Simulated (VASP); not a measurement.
# BSbP2 with vdW-DF2: from relaxation to properties, part 3 of 5

Wanted: the relaxed cell of BSbP2 and its properties. The cell is invented: it takes the structure of COD entry 9008835, BP (space group 216 there), with some of its atoms replaced by other elements, volume scaled by an estimate. It may not be a known or stable phase. The atoms of the start are displaced at random from the sites of a P-4m2 cell.

VASP 6.6.1; vdW-DF2; plane waves and PAW (Sb, P, B); invented cell.

So far. Step 4 (Second relaxation): It ends with a largest force of 0.007 eV/Å and a pressure of 0.00 GPa. Step 5 (Density, ELF and potential (vdW-DF2)): In this run the pressure is 0.01 GPa, small enough to go on.

## 6. Bands along the symmetry lines (vdW-DF2)

The mesh alone shows little of the dispersion and can miss band extrema, so KPOINTS_OPT adds a path through the symmetry points after the self-consistent cycle.

INCAR

```
SYSTEM = BSbP2
PREC = Accurate
ENCUT = 420
EDIFF = 1E-06
NELM = 100
ISMEAR = 0
SIGMA = 0.05
LREAL = .FALSE.
ALGO = Normal
GGA = ML
AGGAC = 0
LUSE_VDW = .TRUE.
ZAB_VDW = -1.8867
LASPH = .TRUE.
NBANDS = 23
LORBIT = 11
LWAVE = .FALSE.
LCHARG = .FALSE.
KPAR = 2
```

POSCAR

```
BSbP2
1.0
    3.2173699818     -0.0008135544      0.0023587323
    0.0004411097      3.5147731819      0.5131817101
    0.0165961806      0.6940120800      7.4615437371
Sb P B
1 2 1
Direct
    0.9975070322      0.1552607656      0.0651020742
    0.9946976869      0.5262701779      0.3246090034
    0.4929352391      0.8727276132      0.6335608377
    0.4936240417      0.4499054433      0.4783000846
```

KPOINTS

```
Automatic mesh
0
Gamma
7 7 3
0 0 0
```

KPOINTS_OPT

```
Line mode
16
Line-mode
Reciprocal
 -0.50000000   0.00000000   0.00000000 X
  0.00000000   0.00000000   0.00000000 GAMMA

  0.00000000   0.00000000   0.00000000 GAMMA
  0.00000000   0.50000000   0.00000000 Y

 -0.50000000   0.50000000   0.00000000 L
  0.00000000   0.00000000   0.00000000 GAMMA

  0.00000000   0.00000000   0.00000000 GAMMA
  0.00000000  -0.50000000  -0.50000000 Z

 -0.50000000  -0.50000000  -0.50000000 N
  0.00000000   0.00000000   0.00000000 GAMMA

  0.00000000   0.00000000   0.00000000 GAMMA
  0.00000000   0.00000000  -0.50000000 M

 -0.50000000   0.00000000  -0.50000000 R
  0.00000000   0.00000000   0.00000000 GAMMA
```

PAW data sets: Sb, P and B (PBE family, release 64).

Run with:

```
> mpirun -np 2 vasp_std
```

Output:

```text
[... set-up lines as in an earlier step ...]
 entering main loop
       N       E                     dE             d eps       ncg     rms          rms(c)
DAV:   1     0.512824254093E+02    0.51282E+02   -0.56298E+03  3404   0.534E+02
DAV:   2    -0.116644821888E+02   -0.62947E+02   -0.58890E+02  4583   0.114E+02
DAV:   3    -0.152327035249E+02   -0.35682E+01   -0.35261E+01  4387   0.264E+01
DAV:   4    -0.152676015771E+02   -0.34898E-01   -0.34889E-01  4152   0.314E+00
DAV:   5    -0.152681571815E+02   -0.55560E-03   -0.55559E-03  4537   0.388E-01    0.698E+00
DAV:   6    -0.139430318136E+02    0.13251E+01   -0.17022E+00  4064   0.804E+00    0.346E+00
DAV:   7    -0.139504991970E+02   -0.74674E-02   -0.69018E-01  4115   0.322E+00    0.205E+00
DAV:   8    -0.139521018035E+02   -0.16026E-02   -0.43813E-02  4390   0.105E+00    0.821E-01
DAV:   9    -0.139566323423E+02   -0.45305E-02   -0.12482E-02  4392   0.574E-01    0.152E-01
DAV:  10    -0.139565802708E+02    0.52071E-04   -0.10514E-03  4253   0.149E-01    0.610E-02
DAV:  11    -0.139566169381E+02   -0.36667E-04   -0.18588E-04  4244   0.705E-02    0.289E-02
DAV:  12    -0.139566325247E+02   -0.15587E-04   -0.22192E-05  4311   0.300E-02    0.148E-02
DAV:  13    -0.139566375075E+02   -0.49828E-05   -0.12370E-05  4153   0.215E-02    0.293E-03
DAV:  14    -0.139566373292E+02    0.17837E-06   -0.64903E-07  3018   0.477E-03
   1 F= -.13956637E+02 E0= -.13955709E+02  d E =-.185638E-02
 Start KPOINTS_OPT (optional k-point list driver)
k-point batch [1-74\112]
       N       E                     dE             ncg
DAV:   1     0.481821375769E+04   -0.17619E+05     3404
DAV:   2     0.264200992146E+03   -0.45540E+04     4559
DAV:   3     0.112131177736E+02   -0.25299E+03     4400
DAV:   4     0.880507799662E+01   -0.24080E+01     4164
DAV:   5     0.876926434532E+01   -0.35814E-01     4545
DAV:   6     0.876850279151E+01   -0.76155E-03     4307
DAV:   7     0.876848285065E+01   -0.19941E-04     4555
DAV:   8     0.876848234585E+01   -0.50480E-06     3109
k-point batch [75-112\112]
       N       E                     dE             ncg
DAV:   1     0.139166319340E+05   -0.33598E+04     1748
DAV:   2     0.115318347598E+05   -0.23848E+04     2373
DAV:   3     0.113921937823E+05   -0.13964E+03     2253
DAV:   4     0.113908773656E+05   -0.13164E+01     2158
DAV:   5     0.113908586238E+05   -0.18742E-01     2365
DAV:   6     0.113908582291E+05   -0.39472E-03     2205
DAV:   7     0.113908582186E+05   -0.10565E-04     2304
DAV:   8     0.113908582183E+05   -0.27706E-06     1623
```

Run time: 44 s. Hardware: 2 MPI ranks of Intel Xeon 6975P-C (Granite Rapids), shared host; peak memory 0.93 GiB; 87 s of CPU time.

Parts of OUTCAR (step 6):

```text
   k-points           NKPTS =     74   k-points in BZ     NKDIM =     74   number of bands    NBANDS=     23

   NELECT =      18.0000    total number of electrons

 E-fermi :   5.1024

 k-point     1 :       0.0000    0.0000    0.0000
  band No.  band energies     occupation
    ...
      4       1.9507      2.00000
      5       1.9961      2.00000
      6       2.7289      2.00000
      7       3.5161      2.00000
      8       4.4319      2.00000
      9       7.2550      0.00000
     10       7.4991      0.00000
     11       7.9774      0.00000
     12       8.6315      0.00000
     13       8.8620      0.00000
    ...

Total vdW correction in eV:      2.7222244

  Total        0.0045282     -0.0078818      0.0052982     -0.0013922      0.0037580      0.0123845
  in kB        0.0871665     -0.1517214      0.1019884     -0.0267992      0.0723397      0.2383967
  external PRESSURE =       0.0124778 kB  Pullay stress =       0.0000000 kB

 POSITION                                       TOTAL-FORCE (eV/Angst)
 -----------------------------------------------------------------------------------
      3.21050      0.59008      0.56779        -0.005814      0.003309     -0.002694
      3.20593      2.07419      2.69450         0.005721     -0.000275     -0.002129
      1.59685      3.50674      5.17637        -0.001690     -0.002910     -0.000381
      1.59631      1.91286      3.80090         0.001783     -0.000124      0.005204
 -----------------------------------------------------------------------------------
    total drift:                               -0.000159      0.000200     -0.000863

  FREE ENERGIE OF THE ION-ELECTRON SYSTEM (eV)
  ---------------------------------------------------
  free  energy   TOTEN  =       -13.9566373292 eV

  energy  without entropy=      -13.9547809518  energy(sigma->0) =      -13.95570914

Total vdW correction in eV:      2.7222279

[... 8 parts as in an earlier step ...]

[... 8 further parts left out ...]
```

Within 0.02 Å the cell has space group Cm; at a tight tolerance a small distortion makes it P1. Spin-orbit coupling is off here; with elements this heavy it splits and shifts levels by tenths of an eV or more.

Numbers from this step:

```
SCF cycles : 14
bands      : 23
pressure   : 0.001248 GPa
```

The electronic bands at the labelled points (eV, zero at the Fermi level; # counts the bands kept, so #1 is VASP's band 2):

| point | #4 | #5 | #6 | #7 | #8 | #9 | #10 | #11 |
| --- | --- | --- | --- | --- | --- | --- | --- | --- |
| X | -3.83 | -3.69 | -1.69 | -0.56 | -0.40 | 0.09 | 3.10 | 3.17 |
| Γ | -3.11 | -2.37 | -1.59 | -0.67 | 2.15 | 2.40 | 2.88 | 3.53 |
| Y | -4.10 | -3.73 | -1.85 | -1.33 | 0.91 | 2.64 | 3.23 | 4.35 |
| jump to L | -4.43 | -3.78 | -2.89 | -2.68 | -1.31 | -1.30 | 1.31 | 2.86 |
| Γ | -3.11 | -2.37 | -1.59 | -0.67 | 2.15 | 2.40 | 2.88 | 3.53 |
| Z | -4.09 | -3.73 | -1.85 | -1.35 | 0.89 | 2.64 | 3.25 | 4.35 |
| jump to N | -4.43 | -3.78 | -2.90 | -2.68 | -1.30 | -1.29 | 1.31 | 2.87 |
| Γ | -3.11 | -2.37 | -1.59 | -0.67 | 2.15 | 2.40 | 2.88 | 3.53 |
| M | -3.14 | -2.37 | -0.49 | 0.29 | 1.82 | 2.18 | 2.23 | 2.95 |
| jump to R | -3.11 | -3.00 | -1.69 | -1.63 | -0.75 | -0.56 | 3.45 | 3.96 |
| Γ | -3.11 | -2.37 | -1.59 | -0.67 | 2.15 | 2.40 | 2.88 | 3.53 |

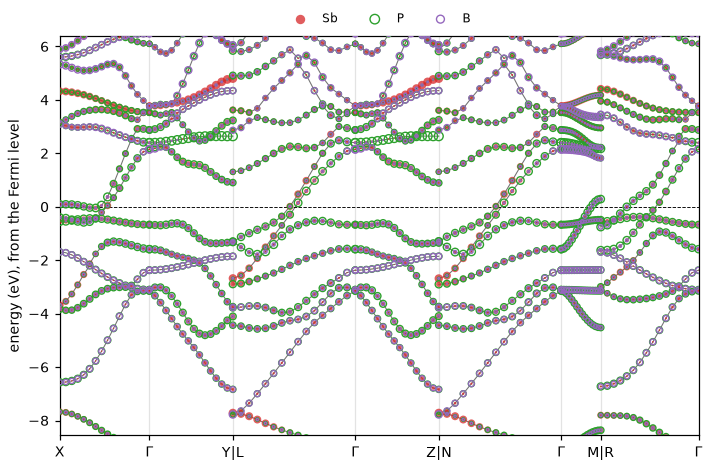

Electronic bands along the path; dots are coloured as in the legend, and their area grows with the weight.

There is no gap at this level.

## 7. Density of states (vdW-DF2)

A density of states needs more k-points than a total energy; ISMEAR = -5 takes tetrahedra, and LORBIT projects the states on the PAW spheres. The mesh is finer than in the run before.

INCAR, as its differences from that of step 6:

```diff
@@ -5,3 +5,3 @@
 NELM = 100
-ISMEAR = 0
+ISMEAR = -5
 SIGMA = 0.05
@@ -19 +19,2 @@
 KPAR = 2
+NEDOS = 2001
```

POSCAR is that of step 6.

KPOINTS

```
Automatic mesh
0
Gamma
10 10 5
0 0 0
```

Run with:

```
> mpirun -np 2 vasp_std
```

Output:

```text
[... set-up lines as in an earlier step ...]
 entering main loop
       N       E                     dE             d eps       ncg     rms          rms(c)
DAV:   1     0.509798080491E+02    0.50980E+02   -0.56224E+03 11592   0.534E+02
DAV:   2    -0.117326211943E+02   -0.62712E+02   -0.58899E+02 15393   0.114E+02
DAV:   3    -0.152635677470E+02   -0.35309E+01   -0.34885E+01 15033   0.263E+01
DAV:   4    -0.152981204811E+02   -0.34553E-01   -0.34540E-01 14053   0.312E+00
DAV:   5    -0.152986688675E+02   -0.54839E-03   -0.54832E-03 15440   0.386E-01    0.698E+00
DAV:   6    -0.139414973263E+02    0.13572E+01   -0.19959E+00 13812   0.812E+00    0.349E+00
DAV:   7    -0.139483751750E+02   -0.68778E-02   -0.71561E-01 13949   0.326E+00    0.206E+00
DAV:   8    -0.139493752084E+02   -0.10000E-02   -0.41553E-02 14766   0.106E+00    0.791E-01
DAV:   9    -0.139536585508E+02   -0.42833E-02   -0.12262E-02 15059   0.571E-01    0.155E-01
DAV:  10    -0.139536497223E+02    0.88285E-05   -0.94970E-04 14449   0.147E-01    0.675E-02
DAV:  11    -0.139536957858E+02   -0.46063E-04   -0.20715E-04 14492   0.740E-02    0.285E-02
DAV:  12    -0.139537110107E+02   -0.15225E-04   -0.27190E-05 14105   0.330E-02    0.126E-02
DAV:  13    -0.139537157060E+02   -0.46954E-05   -0.80958E-06 14441   0.169E-02    0.280E-03
DAV:  14    -0.139537156329E+02    0.73145E-07   -0.39999E-07  9408   0.374E-03
   1 F= -.13953716E+02 E0= -.13953716E+02  d E =0.000000E+00
 -----------------------------------------------------------------------------
|                                                                             |
|           W    W    AA    RRRRR   N    N  II  N    N   GGGG   !!!           |
|           W    W   A  A   R    R  NN   N  II  NN   N  G    G  !!!           |
|           W    W  A    A  R    R  N N  N  II  N N  N  G       !!!           |
|           W WW W  AAAAAA  RRRRR   N  N N  II  N  N N  G  GGG   !            |
|           WW  WW  A    A  R   R   N   NN  II  N   NN  G    G                |
|           W    W  A    A  R    R  N    N  II  N    N   GGGG   !!!           |
|                                                                             |
|     Tetrahedron method does not include variations of the Fermi             |
|     occupations, so forces and stress will be inaccurate. We suggest        |
|     using a different smearing scheme ISMEAR = 1 or 2 for metals in         |
|     relaxations.                                                            |
|                                                                             |
 -----------------------------------------------------------------------------
```

Run time: 66 s. Hardware: 2 MPI ranks; peak memory 1.2 GiB; 2.2 min of CPU time.

From OUTCAR (step 7):

```text
   k-points           NKPTS =    252   k-points in BZ     NKDIM =    252   number of bands    NBANDS=     23

   NELECT =      18.0000    total number of electrons

 E-fermi :   5.3574

 k-point     1 :       0.0000    0.0000    0.0000
  band No.  band energies     occupation
    ...
      4       1.9458      2.00000
      5       2.0297      2.00000
      6       2.7533      2.00000
      7       3.5517      2.00000
      8       4.4307      2.00000
      9       7.2927      0.00000
     10       7.5371      0.00000
     11       7.9712      0.00000
     12       8.6123      0.00000
     13       8.8342      0.00000
    ...

Total vdW correction in eV:      2.7241315

  Total       -0.2815474     -0.0068373      0.2897398     -0.0044342     -0.0281525      0.0154376
  in kB       -5.4196871     -0.1316158      5.5773873     -0.0853563     -0.5419256      0.2971683
  external PRESSURE =       0.0086948 kB  Pullay stress =       0.0000000 kB

 POSITION                                       TOTAL-FORCE (eV/Angst)
 -----------------------------------------------------------------------------------
      3.21050      0.59008      0.56779        -0.005311     -0.001447      0.008717
      3.20593      2.07419      2.69450         0.008966      0.006287     -0.039834
      1.59685      3.50674      5.17637         0.000077     -0.009650      0.061357
      1.59631      1.91286      3.80090        -0.003732      0.004810     -0.030239
 -----------------------------------------------------------------------------------
    total drift:                               -0.000157      0.000217     -0.000977

  FREE ENERGIE OF THE ION-ELECTRON SYSTEM (eV)
  ---------------------------------------------------
  free  energy   TOTEN  =       -13.9537156329 eV

  energy  without entropy=      -13.9537156329  energy(sigma->0) =      -13.95371563

Total vdW correction in eV:      2.7241378

[... 6 parts as in an earlier step ...]

[... 10 further parts left out ...]
```

With tetrahedra the forces and stress of a metal are not exact derivatives of the energy.

This step gave:

| Property | Result |
| --- | --- |
| irreducible k-points | 252 |
| free energy (TOTEN) | -13.95 eV |
| Fermi energy | 5.357 eV |
| pressure | 8.69e-4 GPa |
| DOS at the Fermi level | 0.8988 states/eV/cell |

The density of states has structure finer than the step of the table below, so its rows give means over 1 eV, whole bins alone (the curve runs from -12.0 to 5.51 eV). Peaks (eV: height): total -4.0: 4.36, -3.0: 3.02, -0.8: 3.07, 2.9: 3.2; P p -4.0: 0.959, -3.0: 0.625, -0.8: 0.856, 2.1: 0.538; Sb p -3.0: 0.387, -0.8: 0.346, 3.4: 0.543, 4.0: 0.410; B p -4.0: 0.504, -3.0: 0.307, 4.7: 0.255, 4.9: 0.258; P s -10.5: 0.644, -10.1: 0.554, -6.8: 0.209, 3.4: 0.132.

States under -12.0 eV and over 5.5 eV are left out. The density of states by energy, zero at the Fermi level; means over each step; values in states/eV/cell:

| energy (eV) | total | P p | Sb p | B p | P s | Sb s | B s |
| --- | --- | --- | --- | --- | --- | --- | --- |
| -11 | 1.02 | 0.0246 | 0.00850 | 0.0212 | 0.329 | 0.128 | 0.0611 |
| -10 | 1.30 | 0.0351 | 0.00608 | 0.0343 | 0.427 | 0.174 | 0.0646 |
| -9 | 1.18 | 0.0325 | 0.00745 | 0.0409 | 0.302 | 0.311 | 0.0226 |
| -8 | 0.885 | 0.0542 | 0.00634 | 0.0383 | 0.116 | 0.320 | 0.0230 |
| -7 | 0.791 | 0.140 | 0.0214 | 0.0411 | 0.0803 | 0.00901 | 0.128 |
| -6 | 0.590 | 0.109 | 0.0182 | 0.0380 | 0.0482 | 0.0142 | 0.0822 |
| -5 | 1.08 | 0.223 | 0.0820 | 0.0850 | 0.0404 | 0.0197 | 0.0533 |
| -4 | 2.41 | 0.510 | 0.199 | 0.241 | 0.0633 | 0.0528 | 0.0407 |
| -3 | 2.19 | 0.476 | 0.230 | 0.255 | 0.0307 | 0.0434 | 0.0193 |
| -2 | 2.09 | 0.472 | 0.235 | 0.178 | 0.0253 | 0.0347 | 0.0111 |
| -1 | 2.17 | 0.574 | 0.235 | 0.117 | 0.0414 | 0.0328 | 0.0122 |
| 0 | 0.974 | 0.244 | 0.125 | 0.0372 | 0.0247 | 0.0163 | 0.00469 |
| 1 | 1.18 | 0.234 | 0.176 | 0.0412 | 0.0451 | 0.0136 | 0.00836 |
| 2 | 1.59 | 0.389 | 0.200 | 0.0548 | 0.0427 | 0.0184 | 0.0174 |
| 3 | 2.71 | 0.386 | 0.426 | 0.115 | 0.0928 | 0.0610 | 0.0708 |
| 4 | 1.94 | 0.202 | 0.301 | 0.129 | 0.0702 | 0.0138 | 0.0748 |
| 5 | 1.71 | 0.157 | 0.0894 | 0.196 | 0.0493 | 0.00218 | 0.0582 |

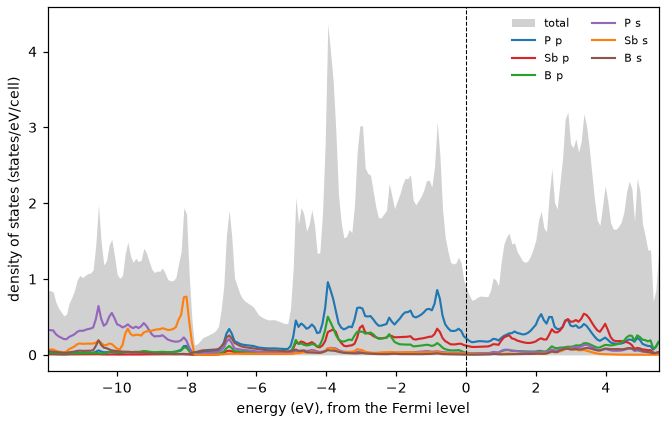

Density of states, plotted against energy.

Force by atom:

| atom | x (eV/Å) | y (eV/Å) | z (eV/Å) | size |
| --- | --- | --- | --- | --- |
| Sb1 | -0.0053 | -0.0014 | 0.0087 | 0.0103 |
| P2 | 0.0090 | 0.0063 | -0.0398 | 0.0413 |
| P3 | 0.0001 | -0.0097 | 0.0614 | 0.0621 |
| B4 | -0.0037 | 0.0048 | -0.0302 | 0.0308 |

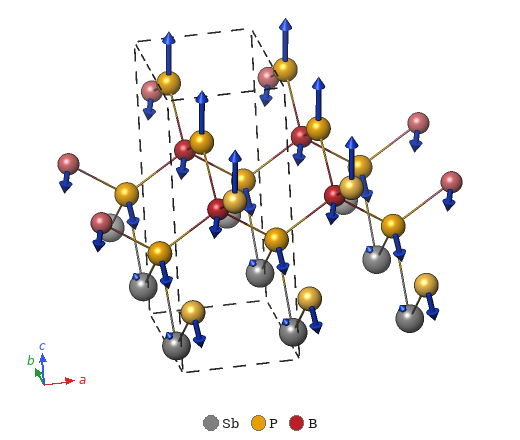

Force as arrows, the longest 0.0621 eV/Å. 2×2×1 cells are drawn. Some periodic images of atoms are drawn too.

The finer mesh and the other smearing move the Fermi level by +0.25 eV from the 7×7×3 run, one measure of the sampling error in the zero of the bands above. Of the states within 0.3 eV of the Fermi level, the largest shares in the PAW spheres are P p 25 % and Sb p 13 %. The rest lies in smaller channels or between the spheres.

## 8. Volume scan with vdW-DF2

An equation of state needs energies on both sides of the minimum, all on one mesh and cutoff.

INCAR, as its differences from that of step 7:

```diff
@@ -5,3 +5,3 @@
 NELM = 100
-ISMEAR = -5
+ISMEAR = 0
 SIGMA = 0.05
@@ -14,3 +14,3 @@
 LASPH = .TRUE.
-NBANDS = 23
+NBANDS = 15
 LORBIT = 11
@@ -19,2 +19,2 @@
 KPAR = 2
-NEDOS = 2001
+ISIF = 2
```

POSCAR

```
BSbP2
1.0
    3.1516909408     -0.0007969466      0.0023105814
    0.0004321049      3.4430229843      0.5027056745
    0.0162573880      0.6798445928      7.3092245944
Sb P B
1 2 1
Direct
    0.9975070322      0.1552607656      0.0651020742
    0.9946976869      0.5262701779      0.3246090034
    0.4929352391      0.8727276132      0.6335608377
    0.4936240417      0.4499054433      0.4783000846
```

KPOINTS

```
Automatic mesh
0
Gamma
7 7 3
0 0 0
```

Run with:

```
> mpirun -np 2 vasp_std
```

Output:

```text
[... set-up lines as in an earlier step ...]
 entering main loop
       N       E                     dE             d eps       ncg     rms          rms(c)
DAV:   1     0.643743308981E+02    0.64374E+02   -0.60213E+03  2220   0.824E+02
DAV:   2    -0.110108826265E+02   -0.75385E+02   -0.70821E+02  2951   0.155E+02
DAV:   4    -0.153493892404E+02   -0.49388E-01   -0.49342E-01  2832   0.519E+00
DAV:   5    -0.153504455977E+02   -0.10564E-02   -0.10560E-02  3039   0.728E-01    0.761E+00
DAV:   6    -0.138563232436E+02    0.14941E+01   -0.33281E+00  2619   0.131E+01    0.405E+00
DAV:   7    -0.138781771881E+02   -0.21854E-01   -0.10806E+00  3060   0.578E+00    0.221E+00
DAV:   8    -0.138751544900E+02    0.30227E-02   -0.44279E-02  2997   0.158E+00    0.102E+00
DAV:   9    -0.138796074564E+02   -0.44530E-02   -0.21475E-02  2955   0.105E+00    0.169E-01
DAV:  10    -0.138796481362E+02   -0.40680E-04   -0.11405E-03  3025   0.232E-01    0.765E-02
DAV:  11    -0.138796489937E+02   -0.85750E-06   -0.24315E-04  3039   0.106E-01    0.324E-02
DAV:  12    -0.138796769143E+02   -0.27921E-04   -0.60099E-05  2682   0.717E-02    0.150E-02
DAV:  13    -0.138796784990E+02   -0.15847E-05   -0.39019E-06  3060   0.150E-02    0.695E-03
DAV:  14    -0.138796789920E+02   -0.49305E-06   -0.15297E-06  2139   0.114E-02
   1 F= -.13879679E+02 E0= -.13878872E+02  d E =-.161392E-02
```

It took 29 s on 2 MPI ranks; peak memory 0.79 GiB.

OUTCAR, selected parts (step 8):

```text
   ENCUT  =  420.0 eV  30.87 Ry    5.56 a.u.   5.27  5.81 12.27*2*pi/ulx,y,z

   NELECT =      18.0000    total number of electrons

 E-fermi :   5.7904

 k-point     1 :       0.0000    0.0000    0.0000
  band No.  band energies     occupation
    ...
      4       2.4388      2.00000
      5       2.6025      2.00000
      6       3.2597      2.00000
      7       4.1212      2.00000
      8       5.0482      2.00000
      9       7.9076      0.00000
     10       8.3116      0.00000
     11       8.6858      0.00000
     12       9.5302      0.00000
     13       9.7263      0.00000
    ...

Total vdW correction in eV:      2.6277446

  Total        2.4411903      2.5827431      2.5658994     -0.0003946      0.0042489      0.0111836
  in kB       49.9915265     52.8902944     52.5453634     -0.0080806      0.0870100      0.2290213
  external PRESSURE =      51.8090615 kB  Pullay stress =       0.0000000 kB

 POSITION                                       TOTAL-FORCE (eV/Angst)
 -----------------------------------------------------------------------------------
      3.14496      0.57803      0.55620        -0.005103      0.080014     -0.531889
      3.14048      2.03185      2.63950         0.004983      0.004359     -0.037220
      1.56426      3.43515      5.07070        -0.001728     -0.055385      0.359140
      1.56372      1.87381      3.72331         0.001848     -0.028988      0.209968
 -----------------------------------------------------------------------------------
    total drift:                                0.000084     -0.000077     -0.000043

  FREE ENERGIE OF THE ION-ELECTRON SYSTEM (eV)
  ---------------------------------------------------
  free  energy   TOTEN  =       -13.8796789920 eV

  energy  without entropy=      -13.8780650713  energy(sigma->0) =      -13.87887203

Total vdW correction in eV:      2.6277420

[... 3 parts as in an earlier step ...]

[... 13 further parts left out ...]
```

The scan keeps the cell's shape and the fractional positions fixed.

This step gave:

```yaml
bands: 15
irreducible_k_points: 74
free_energy_toten: -13.88 eV
energy_at_zero_smearing: -13.88 eV
fermi_energy: 5.790 eV
pressure: 5.181 GPa
```

Force by atom:

| atom | x (eV/Å) | y (eV/Å) | z (eV/Å) | size |
| --- | --- | --- | --- | --- |
| Sb1 | -0.005 | 0.080 | -0.532 | 0.538 |
| P2 | 0.005 | 0.004 | -0.037 | 0.038 |
| P3 | -0.002 | -0.055 | 0.359 | 0.363 |
| B4 | 0.002 | -0.029 | 0.210 | 0.212 |

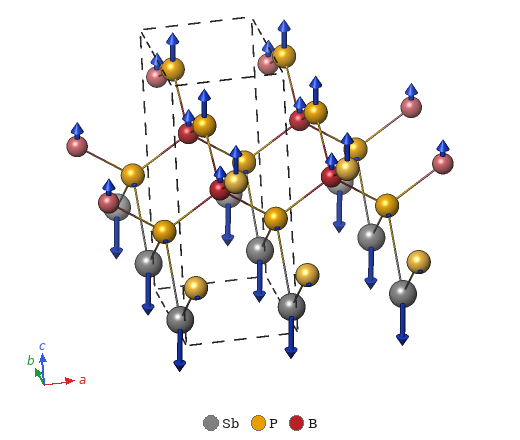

Force as arrows, the longest 0.538 eV/Å. 2×2×1 cells are drawn. Some periodic images of atoms are drawn too.

The pressure here is 5.18 GPa.

(Part 3 of 5 ends here.)

[Lines on the potential files, build, host, timing and source positions are cut from VASP's logs without a mark.]

[Logs are printed without paths, hosts, clocks, repeated set-up lines and the standing remarks that a program may print on its own settings, such as how far it seeks lower states.]

[Hosts, paths, dates, database ids (printed as entryN), source tags and the programs' standing remarks are cut or masked in the printed files.]

[A measured line is paired with the nearest computed mode of its activity, which favours agreement.]
